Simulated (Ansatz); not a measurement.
**ScGe4: properties of a relaxed candidate**

This session takes a relaxed cell of ScGe4 and sets out to see whether it has a gap, which orbitals make up the states near it and how charge is shared.

Program: Ansatz 0.2.0. Level of theory: DFT PBE, scalar-relativistic, plane waves, PAW. These are calculated values, not measurements.

### Step 1. The structure to begin with

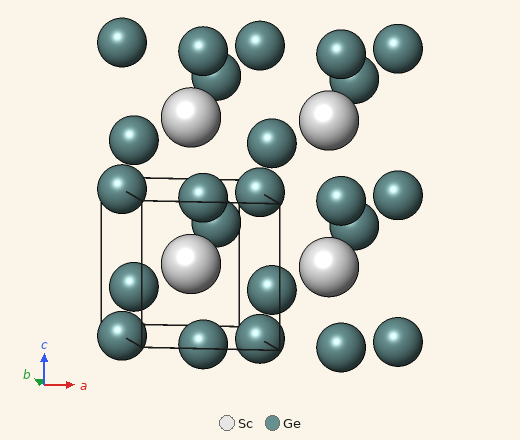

Start, viewed slightly off an axis; scandium white, germanium teal. 2×1×2 cells are drawn. Atoms on the faces are drawn again on the opposite ones.

Structure file:

```cif
data_structure
_symmetry_space_group_name_H-M 'P2'
_symmetry_Int_Tables_number 3
_cell_length_a 4.0061
_cell_length_b 6.2256
_cell_length_c 4.2046
_cell_angle_alpha 90.000
_cell_angle_beta 92.461
_cell_angle_gamma 90.000
_cell_volume 104.77
loop_
_atom_site_label
_atom_site_type_symbol
_atom_site_symmetry_multiplicity
_atom_site_Wyckoff_symbol
_atom_site_fract_x
_atom_site_fract_y
_atom_site_fract_z
_atom_site_occupancy
Sc1 Sc 1 d 0.50000 0.48639 0.50000 1
Ge1 Ge 2 e 0.79859 0.87787 0.72570 1
Ge2 Ge 1 c 0.50000 0.18861 0.00000 1
Ge3 Ge 1 a 0.00000 0.48675 0.00000 1
```

The cell was relaxed beforehand at this level, from a generated guess; it is a trial structure. At a tolerance of 0.05 Å it has space group P2 (No. 3); it has 20.95 Å³/atom, an uncorrected energy of -0.07 eV/atom over the elements.

### Step 2. Static run: bands, density of states and charges

Input file input.yaml:

```yaml
crystal:
  lattice:
    - [4.0059525873, 0.0, -0.034362883]
    - [0.0, 6.2255825756, 0.0]
    - [-0.1444687816, 0.0, 4.2021354036]
  atoms:
    - { symbol: Sc, position: [0.5, 0.4863903497, 0.5] }
    - { symbol: Ge, position: [0.7985915209, 0.877871537, 0.7256964721] }
    - { symbol: Ge, position: [0.5, 0.1886090783, 0.0] }
    - { symbol: Ge, position: [0.2014084791, 0.877871537, 0.2743035279] }
    - { symbol: Ge, position: [0.0, 0.4867475381, 0.0] }
basis:
  ecutwfc: 420
kpoints:
  mp_grid: { grid: [10, 6, 10] }
  band_path:
    path:
      - [0.0, 0.0, 0.0]
      - [0.0, 0.5, 0.0]
      - [0.0, 0.5, 0.5]
      - [0.0, 0.0, 0.5]
      - [0.0, 0.0, 0.0]
      - [-0.5, 0.0, 0.5]
      - [-0.5, 0.5, 0.5]
      - [0.0, 0.5, 0.0]
      - [-0.5, 0.5, 0.0]
      - [-0.5, 0.0, 0.0]
      - [0.0, 0.0, 0.0]
    npoints: 14
hamiltonian:
  xc: pbe
scf:
  occupations: { method: gaussian, width: 0.1 }
  n_extra_bands: 12
output:
  forces: true
  stress: true
  eigenvalues: true
  populations: true
  dos: { projected: true, de: 0.02, nscf_kmesh: { grid: [12, 8, 12] } }
  bader: true
  write_density: true
  write_potential: true
  elf: true
  volumetric_format: npy
```

On the command line:

```bash
ansatz run input.yaml --threads 1 --pin off --max-ram 2560MiB --backend cpu --events-out ev --progress --plain --runs-dir out
```

What it wrote:

```text
Warning: RAYON_NUM_THREADS=1 ignored (pool sized by the plan → 1); use --threads N
scf.n_extra_bands = 12 over 34 filled bands (N_el = 67.0): the run solves 46 bands
Engine: ansatz 0.2.0, aarch64-unknown-linux-gnu
Pseudopotentials: kind: paw
Pseudopotential: Sc, paw, valence charge 11, recommended cutoff 420 eV (normal), Sc.paw.azcp
Pseudopotential: Ge, paw, valence charge 14, recommended cutoff 420 eV (normal), Ge.paw.azcp
Functional definition: PBE
  parameter kappa = 0.804
  parameter beta = 0.06672455060314922
  exchange = pbe_x(kappa = kappa, mu = beta*pi^2/3)
  correlation = pbe_c(beta = beta)
Crystal: 5 atoms, lattice volume = 104.768 Å³
Basis set: ecut = 420 eV, 2049 PW (Γ), exchange–correlation on 54×90×60 points (8 copies of the dense FFT grid, shifted against one another)
Bands: 46, of which v1, the nominal top of the filled ones, is band 34 counted from 1 (33 counted from 0)
Symmetry: 2 space group operations
Space group: P2 (ITA 3), of the structure as read, at distance tolerance 4.7e-5 Å
k-points: 208 of 600 (time reversal used)
Non-local potential: Sc, projectors of the file, l = 0: 3, l = 1: 2, l = 2: 3, l = 3: 1
Non-local potential: Ge, projectors of the file, l = 0: 2, l = 1: 2, l = 2: 3, l = 3: 1
PAW form: soft (Blöchl's): semilocal exchange-correlation on the pseudo side does not see the compensation charge
PAW one-centre angular grid: Sc, 590 points (default); XC on 64 Gauss nodes
PAW one-centre angular grid: Ge, 590 points (default); XC on 64 Gauss nodes
Initial density: superposition of atomic densities (neutral atoms: chi_scale 0, normalization atom), corrected by the library's trained network
Initial wavefunctions: pseudopotential atomic-orbital guess
Functional: x = pbe(κ = 0.804, μ = 0.2195149727645171), c = pbe(β = 0.06672455060314922)
SCF iter   1: F=—  HF=-19316.106343 eV  |F-HF|=—  |Δ(HF+E_count)|=         —  Δρ=2.05e-3  dr2=6.34e-3  ethr=1.77e-3  ⟨swp⟩=5.8  Hψ=40300  notcnv=0  defer=110
preconditioner: auto → Kerker (q_TF=auto, 2.532 Å⁻¹)  [metal: Δε(μ)=0.006 eV  Ē_g=22.721 eV  σ=0.100 eV  W_gap=0.03  n_scr=32 (ndim 8)  ℏωp=29.2 eV  f_vac=0.004  D(μ)=2.54/eV (n_scr^D=16)]
SCF iter   2: F=—  HF=-19316.106204 eV  |F-HF|=—  |Δ(HF+E_count)|=   1.39e-4  Δρ=1.29e-3  dr2=2.85e-3  ethr=9.47e-6  ⟨swp⟩=1.0  Hψ=11241  notcnv=0  defer=128
SCF iter   3: F=—  HF=-19316.106138 eV  |F-HF|=—  |Δ(HF+E_count)|=   6.58e-5  Δρ=1.97e-4  dr2=5.94e-5  ethr=4.26e-6  ⟨swp⟩=2.0  Hψ=10277  notcnv=0  defer=128
SCF iter   4: F=—  HF=-19316.106110 eV  |F-HF|=—  |Δ(HF+E_count)|=   2.83e-5  Δρ=9.65e-5  dr2=1.34e-5  ethr=8.86e-8  ⟨swp⟩=2.0  Hψ=14732  notcnv=0  defer=128
SCF iter   5: F=—  HF=-19316.106106 eV  |F-HF|=—  |Δ(HF+E_count)|=   3.97e-6  Δρ=4.27e-5  dr2=4.02e-6  ethr=2.00e-8  ⟨swp⟩=2.0  Hψ=14037  notcnv=0  defer=128
SCF iter   6: F=—  HF=-19316.106107 eV  |F-HF|=—  |Δ(HF+E_count)|=   6.91e-7  Δρ=1.44e-5  dr2=5.30e-7  ethr=6.00e-9  ⟨swp⟩=2.0  Hψ=10321  notcnv=0  defer=128
SCF iter   7: F=-19316.106107 eV  HF=-19316.106107 eV  |F-HF|=1.68e-8  |Δ(HF+E_count)|=   1.16e-7  Δρ=4.99e-6  dr2=6.70e-8  ethr=1.49e-10  ⟨swp⟩=12.0  Hψ=55133  notcnv=0
SCF 1 converged in 7 iterations: F = -19316.106107 eV  dr2 = 6.70e-8
NSCF: frozen V_eff on 141 k-points
NSCF: frozen V_eff on 370 k-points
SCF converged after 7 iterations
Free energy (F): -19316.106107 eV
Harris-Foulkes:  -19316.106107 eV  (|F-HF|=1.68e-8)
Internal energy: -19316.093401 eV  (E = F + TS)
E sigma→0 (E₀):  -19316.099754 eV
Entropy (-TS):   -0.012706 eV (-2.541 meV/atom)
Fermi energy:    9.810341 eV
--- Per-component energies (eV) ---
  E_band       = -680.512475
  E_kinetic    = 704.858844
  E_local      = -10099.306835  (includes V_loc(G=0)·N_el)
  E_nonlocal   = 1749.817694
  E_hartree    = 4353.431227
  E_xc         = -407.137634
  E_vxc        = -388.099683  (∫ρ·V_xc dr)
  E_paw        = -9027.755806  (= ΣΔE_a)
  E_vpaw       = -1354.639859  (= ΣTr[D̂ρ^β])
  E_aug_tail   = 0.001379  (compensation charges beyond the density's cutoff)
  E_ewald      = -6590.002271
  E_smearing   = -0.012706  (= −TS)
  E_closure    = -0.000000  (closes the sum)
  Σ components = -19316.106107   (vs F -19316.106107, Δ=0.00e0)
--- Forces (eV/Å), atoms counted from 1 ---
  atom   1  Sc     0.00000000     0.00187400    -0.00000000
  atom   2  Ge     0.00614113    -0.00147292    -0.00515647
  atom   3  Ge     0.00000000     0.00216312     0.00000000
  atom   4  Ge    -0.00614113    -0.00147292     0.00515647
  atom   5  Ge     0.00000000    -0.00097737     0.00000000
  max |Σ_I F_I| component: 1.14e-4 eV/Å
--- Stress (GPa, compression-positive) ---
        0.009501      -0.000000       0.020152
       -0.000000       0.003493      -0.000000
        0.020152      -0.000000      -0.009776
  P = ⅓ Tr σ = 0.0011 GPa (0.011 kbar)
--- Band table (eV; the first three rows and the last of 208) ---
  k-point 0: bands = ["-39.9027", "-18.5781", "-18.5456", "-18.5282", "-14.8476", "-14.7850", "-14.7727", "-14.7670", "-14.7607", "-14.7423", "-14.7128", "-14.6749", "-14.6609", "-14.6397", "-14.6390", "-14.5991", "-14.5742", "-14.5559", "-14.5452", "-14.5158", "-14.4763", "-14.4614", "-14.4408", "-14.4166", "-2.2586", "0.9035", "2.0915", "4.7610", "7.0266", "7.9580", "8.6443", "8.7436", "9.3126", "9.9324", "10.4548", "10.9087", "11.2341", "11.9863", "12.5846", "12.7770", "13.4800", "13.6983", "14.2929", "15.6165", "15.7127", "16.8756"]
  k-point 1: bands = ["-39.9026", "-18.5793", "-18.5454", "-18.5294", "-14.8454", "-14.7872", "-14.7742", "-14.7639", "-14.7556", "-14.7418", "-14.7136", "-14.6773", "-14.6632", "-14.6418", "-14.6364", "-14.6007", "-14.5739", "-14.5553", "-14.5459", "-14.5156", "-14.4765", "-14.4616", "-14.4401", "-14.4163", "-2.1842", "0.9317", "2.1348", "4.3114", "7.2776", "8.0409", "8.4148", "8.7429", "9.2788", "9.6644", "10.5920", "10.9311", "11.4543", "11.9888", "12.5133", "12.9037", "13.3235", "13.9961", "14.5322", "15.2081", "15.8374", "16.7181"]
  k-point 2: bands = ["-39.9024", "-18.5829", "-18.5451", "-18.5324", "-14.8386", "-14.7925", "-14.7743", "-14.7543", "-14.7487", "-14.7409", "-14.7148", "-14.6839", "-14.6683", "-14.6442", "-14.6344", "-14.6043", "-14.5730", "-14.5538", "-14.5479", "-14.5149", "-14.4773", "-14.4622", "-14.4381", "-14.4155", "-1.9657", "0.9807", "2.2535", "3.4815", "7.5282", "7.9235", "8.2024", "8.3179", "9.2641", "9.8850", "10.6263", "11.0730", "11.7319", "11.9610", "12.5769", "12.8713", "13.7257", "14.0479", "14.3059", "14.9524", "16.3394", "16.3872"]
  k-point 207: bands = ["-39.9006", "-18.6000", "-18.5485", "-18.5414", "-14.8193", "-14.8018", "-14.7777", "-14.7645", "-14.7294", "-14.7202", "-14.7100", "-14.6943", "-14.6626", "-14.6297", "-14.6250", "-14.6224", "-14.5764", "-14.5714", "-14.5499", "-14.5211", "-14.4906", "-14.4619", "-14.4402", "-14.4073", "0.8647", "0.8682", "2.0738", "2.2001", "5.0257", "5.2141", "7.1984", "7.4364", "9.4433", "9.9531", "10.6378", "10.8392", "11.0539", "11.7069", "12.3584", "12.8512", "13.1962", "15.0201", "15.0364", "16.9751", "17.0626", "17.8353"]
--- Löwdin populations: 5 sites ---
  site symbol       q [e]
     0     Sc     10.2777
     1     Ge     14.0310
     2     Ge     14.1782
     3     Ge     14.0310
     4     Ge     14.3435
  spilling = 0.002069 (of n_electrons = 67.000000)
--- Bader charges: 5 sites ---
  site symbol  charge [e]  shift [e]
     0     Sc      1.4179     0.0004
     1     Ge     -0.1389     0.0001
     2     Ge     -0.4033     0.0001
     3     Ge     -0.1390     0.0001
     4     Ge     -0.7367     0.0002
  estimated error of the sums over rays = 6.5e-4 e
```

Run time: 6.4 min. Hardware: 1 thread of Arm Neoverse V1, shared host; peak memory 1.3 GiB.

Site by site:

```
atom  Löwdin electrons  Bader charge (e)  Bader volume (Å³)
 Sc1             10.28             +1.42               12.9
 Ge2             14.03             -0.14               21.6
 Ge3             14.18             -0.40               23.4
 Ge4             14.03             -0.14               21.6
 Ge5             14.34             -0.74               25.3
```

From bands.tsv, the levels nearest the Fermi level at the path's corners, in eV from the Fermi level:

```
point  band 30  band 31  band 32  band 33  band 34  band 35  band 36  band 37
    Γ    -1.85    -1.17    -1.07    -0.50     0.12     0.64     1.10     1.42
    Z    -2.01    -1.74    -1.56    -0.97     0.08     0.56     1.25     1.44
    D    -2.62    -1.90    -0.99    -0.70     0.12     0.86     1.32     1.57
    B    -2.92    -2.16    -0.30     0.13     0.54     0.85     0.99     1.81
    Γ    -1.85    -1.17    -1.07    -0.50     0.12     0.64     1.10     1.42
    A    -4.01    -3.39    -2.74    -1.60    -0.82    -0.49     1.77     2.07
    E    -4.60    -2.61    -2.37    -0.37     0.14     0.83     1.03     1.24
    Z    -2.01    -1.74    -1.56    -0.97     0.08     0.56     1.25     1.44
   C2    -1.93    -1.69    -1.55    -0.88     0.10     0.26     0.88     1.54
   Y2    -3.93    -1.63    -1.30    -0.42     0.19     0.69     1.00     2.17
    Γ    -1.85    -1.17    -1.07    -0.50     0.12     0.64     1.10     1.42
```

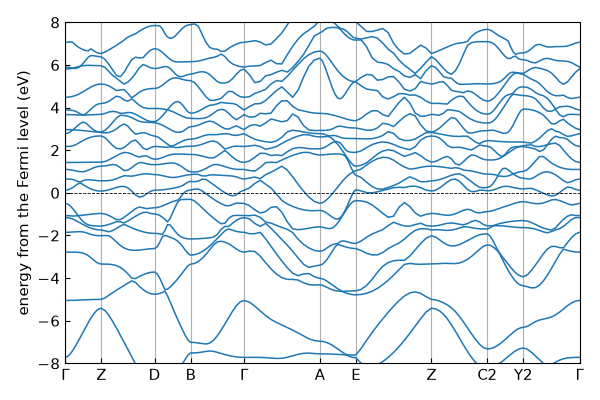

Bands along the path. Deeper bands lie below the window drawn.

States per cell in windows of 1 eV, from dos.tsv and pdos.tsv (zero at the Fermi level):

```csv
from,to,total,Sc 3d,Ge 4s,Ge 4p
-8,-7,1.52,0.07,0.95,0.47
-7,-6,1.21,0.06,0.74,0.39
-6,-5,0.71,0.03,0.45,0.23
-5,-4,1.02,0.05,0.14,0.79
-4,-3,2.05,0.14,0.16,1.67
-3,-2,2.63,0.26,0.20,2.08
-2,-1,3.08,0.58,0.19,2.23
-1,0,2.38,0.61,0.22,1.47
0,1,2.79,1.10,0.26,1.31
1,2,3.64,2.02,0.30,1.11
2,3,4.66,2.56,0.39,1.40
3,4,3.65,1.14,0.32,1.75
4,5,2.89,0.51,0.21,1.65
5,6,2.88,0.32,0.15,1.71
```

Below -8 eV lie 52 or so more states.

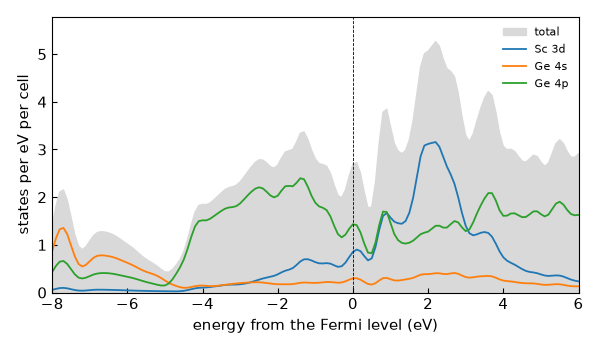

Total and projected density of states, smoothed over about 0.40 eV.

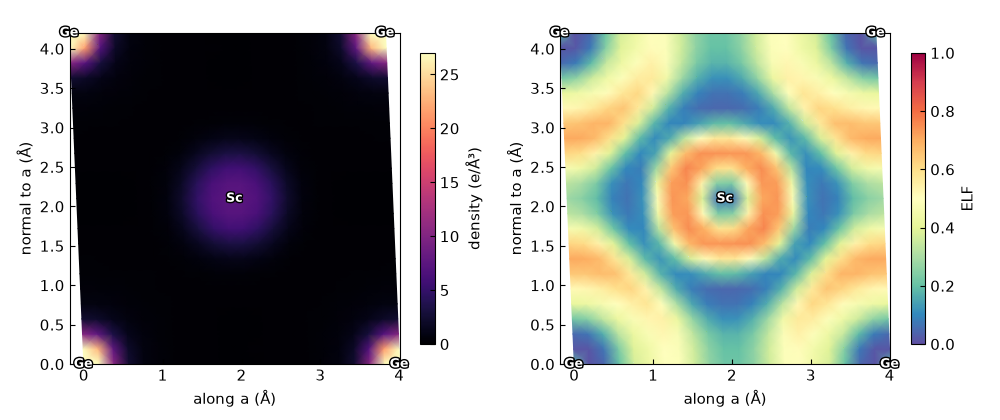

Density (left) and ELF (right) in a lattice plane of the grid's cell (edges 4.01 and 4.20 Å, at 0.486 of the third edge), which holds Sc and Ge. Only atoms in the plane are labelled; the density scale stops at 27.00 e/Å³. Both are smooth fields of the valence electrons: close to the nuclei they are not physical.

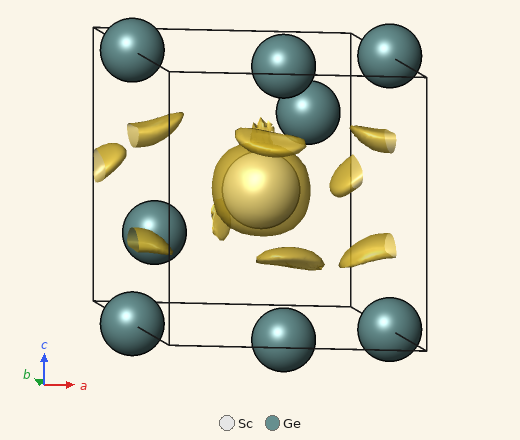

Surface of ELF = 0.65, drawn in one cell.

Maxima of ELF outside the ion cores: 0.73 on the Ge–Ge line, 1.3 Å from Ge; 0.71 beside Ge, off the lines to its neighbours, 1.3 Å from Ge; 0.66 on the Ge–Sc line, 1.3 Å from Ge.

### Step 3. What came out

| quantity | value |
| --- | --- |
| gap | none (metal) |
| states at the Fermi level | 3.12 per eV per cell |
| Bader charges | Sc +1.42, Ge -0.74 to -0.14 e |

It comes out metallic. Of the projected weight within 0.25 eV of the Fermi level, the largest part is Ge 4p (55 %) and Sc 3d (33 %). Charge transfer between the atoms is strong (Bader charges up to 1.4 e).
